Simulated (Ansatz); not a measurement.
The starting structures come from a database of crystals and need not be the phases stable at ambient conditions.

 Where the default PAW files enter, the runs use the earlier of Ansatz's two default sets.

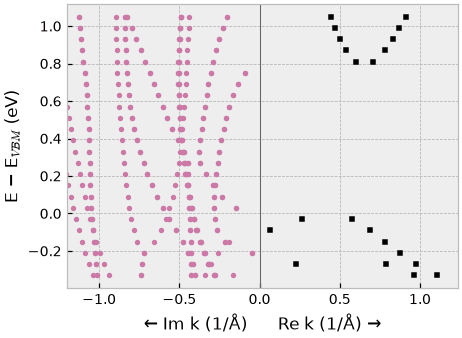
*Complex bands at the centre of the two-dimensional zone; PBEsol in Ansatz (a program for electronic structure)*

No gap correction and no spin-orbit coupling; mid-gap values are interpolated between computed energies.

**Question.** This is NaCoO₂ (P6_3/mmc, not sure to be the ambient phase, 8 atoms a cell, 9.3 Å³ an atom) along the normal of (100). Read off the slowest decay at the centre of the two-dimensional zone at 0.39 eV, the computed energy nearest the middle of the gap.

**Answer.** κ ≈ 0.24 1/Å, a decay length 1/(2κ) of the density of 2.1 Å.
